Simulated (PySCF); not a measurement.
Input

```
{"job": {"kind": "nmr", "xc": "PBE0", "basis": "pcSseg-2"}, "charge": 0, "multiplicity": 1}
F     -0.542850     1.093243     1.239401
C     -0.371063     0.658029    -0.024427
F      0.372565     1.564875    -0.688645
C      0.384423    -0.663019     0.010888
F      0.557086    -1.097879    -1.252755
F     -0.359615    -1.570238     0.674501
H     -1.345903     0.557196    -0.511954
H      1.358784    -0.562273     0.499392
```

Run with:

```sh
OMP_NUM_THREADS=1 python probes_run.py task.json out
```

Geometry: PBE0-D3(BJ)/def2-TZVP.

Method: PySCF 2.14.0, PBE0/pcSseg-2, SCF density, gas phase, non-relativistic.

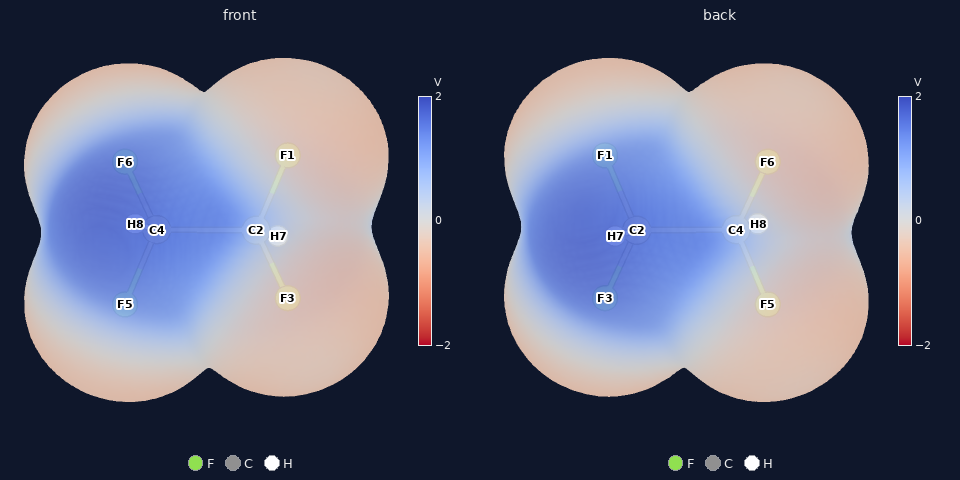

C$_{2}$H$_{2}$F$_{4}$. The molecular electrostatic potential painted on the density surface at 0.002 e/bohr³, seen from the front and from behind; the colour scale runs from red (negative) to blue (positive).

Question: Describe the electrostatic potential map.

Answer: The most negative region (about −0.4 V, or −9 kcal/mol for a unit charge) lies over F1, F3, F5 and F6, the most positive (about +1.7 V, or +39 kcal/mol for a unit charge) over H7 and H8.
